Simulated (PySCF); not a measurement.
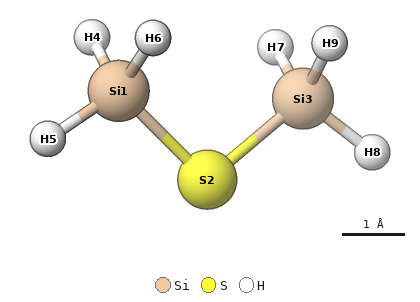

Fig. 1: The structure (ball-and-stick view, seen at a tilt; atoms are numbered from 1 in the order of the input).

# What a change does: NMR shielding calculation on Si2H6S

System: Si2H6S.
Method of run A: GIAO HF/pcSseg-2 NMR shielding, non-relativistic, gas phase (PySCF 2.14.0).

The geometry comes from this level: PBE0-D3(BJ)/def2-SVP. Text and figures count atoms from 1; the logs count them from 0 in places.

### Input file, run A
```
{"job": {"kind": "nmr", "xc": "HF", "basis": "pcSseg-2", "pop": false}, "charge": 0, "multiplicity": 1}
Si     1.371337     0.570458     0.298967
S     -0.093599     0.615889    -1.273434
Si    -1.658300    -0.527344    -0.341609
H      1.796609    -0.829622     0.598232
H      2.530475     1.362049    -0.199269
H      0.830419     1.182318     1.549661
H     -1.218070    -1.930900    -0.082847
H     -2.798127    -0.518598    -1.300267
H     -2.070833     0.090491     0.954363
```

The first line tells a small driver script what to run in PySCF; the rest is the geometry in Å.

Command:
```bash
OMP_NUM_THREADS=1 python <driver script> task.json out
```

Hardware: 1 CPU thread, shared host.

### Output (run A)
```
final grid: 67832 points
cycle   1  E = -978.9254200273  dE = -2.428e-01  |g| = 3.498e-01  |ddm| = 2.128e+00
cycle   2  E = -978.9722297337  dE = -4.681e-02  |g| = 1.373e-01  |ddm| = 4.361e-01
cycle   3  E = -978.9778876256  dE = -5.658e-03  |g| = 4.039e-02  |ddm| = 1.573e-01
cycle   4  E = -978.9786783346  dE = -7.907e-04  |g| = 7.599e-03  |ddm| = 6.313e-02
cycle   5  E = -978.9787117057  dE = -3.337e-05  |g| = 1.987e-03  |ddm| = 1.240e-02
cycle   6  E = -978.9787148850  dE = -3.179e-06  |g| = 6.344e-04  |ddm| = 4.390e-03
cycle   7  E = -978.9787152185  dE = -3.335e-07  |g| = 1.546e-04  |ddm| = 1.571e-03
cycle   8  E = -978.9787152399  dE = -2.136e-08  |g| = 4.050e-05  |ddm| = 4.189e-04
cycle   9  E = -978.9787152411  dE = -1.214e-09  |g| = 9.239e-06  |ddm| = 9.714e-05
cycle  10  E = -978.9787152412  dE = -7.230e-11  |g| = 2.105e-06  |ddm| = 2.602e-05
converged SCF energy = -978.9787152412

GIAO shielding tensors (ppm)
atom      isotropic    diamagn.    paramagn.     s11        s22        s33       span
  0 Si     432.594     874.976    -442.383    400.307    420.639    476.835     76.528
  1 S      866.227    1058.405    -192.178    839.397    861.900    897.384     57.987
  2 Si     432.567     874.841    -442.274    400.367    420.510    476.824     76.458
  3 H       27.405      29.491      -2.086     23.848     25.427     32.939      9.091
  4 H       27.250      28.627      -1.377     23.623     25.002     33.125      9.502
  5 H       27.404      29.462      -2.058     23.867     25.467     32.878      9.011
  6 H       27.399      29.315      -1.916     23.833     25.406     32.958      9.125
  7 H       27.251      28.454      -1.204     23.623     25.004     33.124      9.501
  8 H       27.406      29.351      -1.945     23.879     25.490     32.850      8.971
```

For run B the input was changed thus:
```diff
-"xc": "HF"
+"xc": "KT3"
```

Predict how the results change.

The total energies belong to different methods, so their difference says nothing on which is more stable or more accurate. The HOMO goes from −10.26 to −6.45 eV. The LUMO goes from 2.60 to −1.14 eV. The dipole moment goes from 1.30 to 1.01 D. Of all shieldings, the largest change is that of S2, by −53.6 ppm. The method changes from HF to KT3. Exact exchange removes part of the self-interaction error of semilocal functionals, which pushes filled and empty levels apart. The SCF takes 13 iterations against 10.

### Output (run B)
```
coarse grid: 8592 points
cycle   1  E = -988.2851424355  dE = -1.233e-01  |g| = 2.901e-01  |ddm| = 2.203e+00
cycle   2  E = -988.2634679676  dE =  2.167e-02  |g| = 3.902e-01  |ddm| = 7.441e-01
cycle   3  E = -988.3065779538  dE = -4.311e-02  |g| = 6.747e-02  |ddm| = 5.066e-01
cycle   4  E = -988.3081574645  dE = -1.580e-03  |g| = 1.423e-02  |ddm| = 9.550e-02
cycle   5  E = -988.3082173963  dE = -5.993e-05  |g| = 4.661e-03  |ddm| = 1.929e-02
cycle   6  E = -988.3082237055  dE = -6.309e-06  |g| = 8.257e-04  |ddm| = 4.863e-03
final grid: 67832 points
cycle   7  E = -988.3517805303  dE = -1.603e-04  |g| = 1.611e-02  |ddm| = 2.328e-02
cycle   8  E = -988.3517828570  dE = -2.327e-06  |g| = 9.107e-03  |ddm| = 1.019e-02
cycle   9  E = -988.3517894312  dE = -6.574e-06  |g| = 3.631e-03  |ddm| = 9.187e-03
cycle  10  E = -988.3517932495  dE = -3.818e-06  |g| = 4.449e-04  |ddm| = 4.192e-03
cycle  11  E = -988.3517933148  dE = -6.534e-08  |g| = 8.955e-05  |ddm| = 6.535e-04
cycle  12  E = -988.3517933176  dE = -2.829e-09  |g| = 3.152e-05  |ddm| = 1.304e-04
cycle  13  E = -988.3517933179  dE = -2.469e-10  |g| = 4.247e-06  |ddm| = 3.098e-05
converged SCF energy = -988.3517933179

GIAO shielding tensors (ppm)
atom      isotropic    diamagn.    paramagn.     s11        s22        s33       span
  0 Si     409.963     880.970    -471.008    366.604    393.072    470.211    103.607
  1 S      812.639    1060.825    -248.185    804.297    804.832    828.789     24.492
  2 Si     409.891     880.822    -470.931    366.604    392.870    470.201    103.598
  3 H       26.796      29.557      -2.762     23.408     24.735     32.244      8.836
  4 H       26.663      28.585      -1.922     23.258     24.461     32.270      9.012
  5 H       26.801      29.521      -2.720     23.442     24.780     32.180      8.739
  6 H       26.792      29.380      -2.588     23.382     24.730     32.264      8.882
  7 H       26.664      28.401      -1.737     23.257     24.464     32.270      9.013
  8 H       26.802      29.410      -2.609     23.470     24.785     32.150      8.681
```

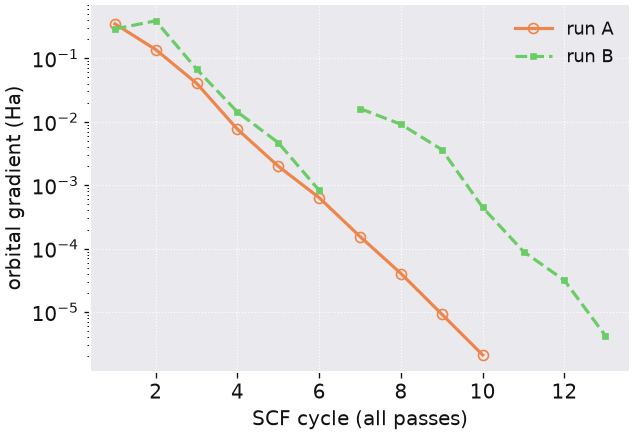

Fig. 2: Convergence of the two runs: orbital gradient against the SCF cycle. A break in a curve parts two SCF passes (coarse and final grid). Run A takes 10 cycles in all, and run B takes 13.

### The two runs side by side

```tsv
quantity	run A	run B
outcome	converged	converged
total energy (hartree)	−978.978715	−988.351793
HOMO (eV)	−10.26	−6.45
LUMO (eV)	2.60	−1.14
dipole moment (D)	1.30	1.01
shielding of Si1 (ppm)	432.6	410.0
shielding of S2 (ppm)	866.2	812.6
shielding of Si3 (ppm)	432.6	409.9
shielding of H4 (ppm)	27.4	26.8
shielding of H6 (ppm)	27.4	26.8
shielding of H7 (ppm)	27.4	26.8
shielding of H9 (ppm)	27.4	26.8
SCF iterations	10	13
basis functions	213	213
wall time (shared host)	12 s	27 s
```
